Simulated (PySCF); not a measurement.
## Electronic structure of C7H8FN in real space

```xyz
17

C    -2.2686    0.7315   -0.2890
C    -1.3931   -0.3345    0.3580
C    -0.0341   -0.4250   -0.3243
C     0.9993   -1.3250    0.2977
C     1.9074   -0.3516    0.4705
C     3.2160   -0.2823    0.9570
N     4.2892   -0.2082    1.3565
C     0.9782    0.7260   -0.0592
F     1.4041    1.3998   -1.1690
H    -3.2325    0.7851    0.2100
H    -1.7935    1.7075   -0.2272
H    -2.4369    0.5011   -1.3384
H    -1.2514   -0.1094    1.4177
H    -1.8823   -1.3083    0.2871
H    -0.1607   -0.5961   -1.3960
H     0.9853   -2.3720    0.5361
H     0.6665    1.4735    0.6757
```

Geometry: GFN2-xTB.

Method: PySCF 2.14.0, wB97X-D/def2-SVPD, SCF density, gas phase.

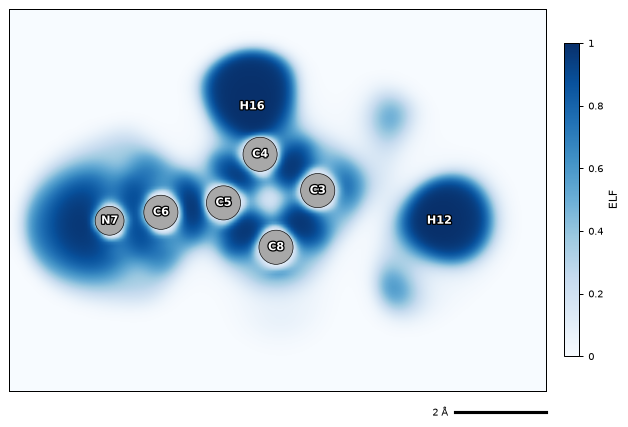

Figure 1. ELF on the plane of atoms C4, C5 and C6. Grey discs cover the atomic cores.

Question: Read the bonding off the picture.

Answer: The section cuts through C, N and H sites.
C–N (1.15 Å): the ELF peaks at about 0.85 between the atoms: a multiple bond.
C–C (1.34 Å): the ELF peaks at about 0.90 between the atoms (a short, multiple covalent bond).
C–H (1.07 Å): the ELF climbs to about 1 towards the hydrogen, as it does in any bond to H; a covalent bond by its length.
C–C (1.40 Å): the ELF peaks at about 0.95 between the atoms (localised, covalent bonding).
C–C (1.50 Å): the ELF peaks at about 0.95 between the atoms, as expected for a shared electron pair.
The ELF also peaks beside N7, away from the bonds: lone-pair regions.

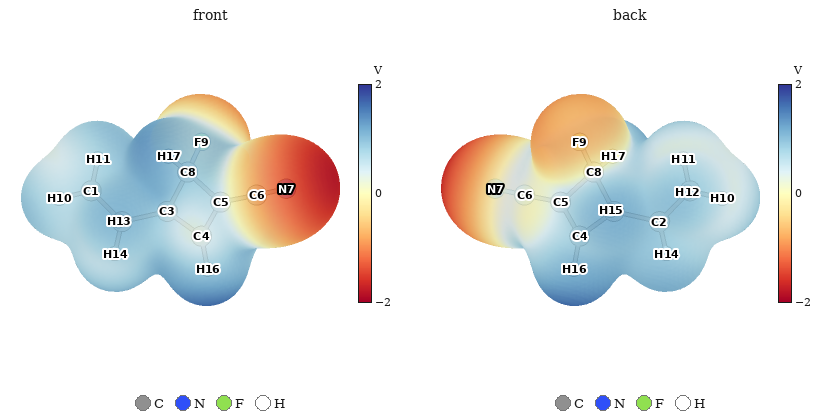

Figure 2. The electrostatic potential painted on the density surface at 0.002 e/bohr³, seen from the front and from behind; red is negative and blue positive.

Question: Describe the electrostatic potential map.

Answer: The most negative region (about −1.8 V, or −42 kcal/mol for a unit charge) lies over N7, the most positive (about +1.6 V, or +37 kcal/mol for a unit charge) over H16. N7 is the likeliest acceptor of a hydrogen bond.

Question: What dipole moment does the calculation give?

Answer: Its dipole moment is 5.29 D.
